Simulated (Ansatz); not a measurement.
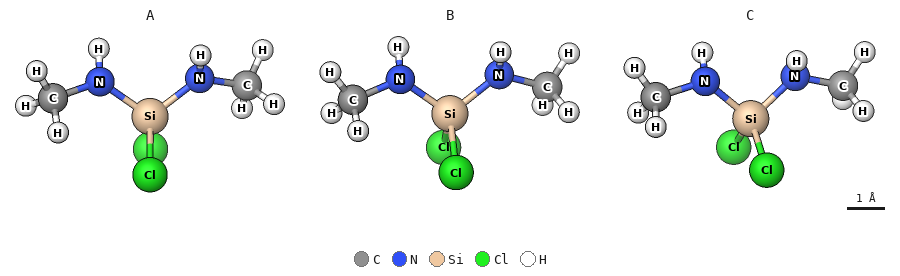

3 geometries from one relaxation of C₂H₈Cl₂N₂Si (coarse preliminary run), in shuffled order. Style: ball-and-stick. Shown from a free direction.

The start comes from a force field.

Level of theory: RKS PBE-D4/def2-SVP (Ansatz). Set-up: force threshold 0.03 eV/Å; at most 200 steps.

Q: Order the frames from highest to lowest energy.

A: C, B, A. They are steps 0, 3, 8, at +17.7 kcal/mol, +0.96 kcal/mol relative to the last. The energy falls by 17.7 kcal/mol in 8 geometry steps. Largest force component: 2.9 eV/Å at the start, 0.016 eV/Å at the end. The largest moves after the best rigid fit, 0.48 Å, are those of Cl atoms. Largest moves by element: Cl 0.48 Å, H 0.40 Å, N 0.22 Å, C 0.12 Å, Si 0.07 Å. Some distances before and after: Cl–Si 1.993 → 2.093 Å, C–H 1.170 → 1.108 Å, C–H 1.055 → 1.112 Å, C–N 1.399 → 1.454 Å. Bond angles that change, for instance: N–Si–N 97.7° → 107.0°, Si–N–H 105.8° → 114.2°, N–Si–Cl 113.3° → 106.1°.
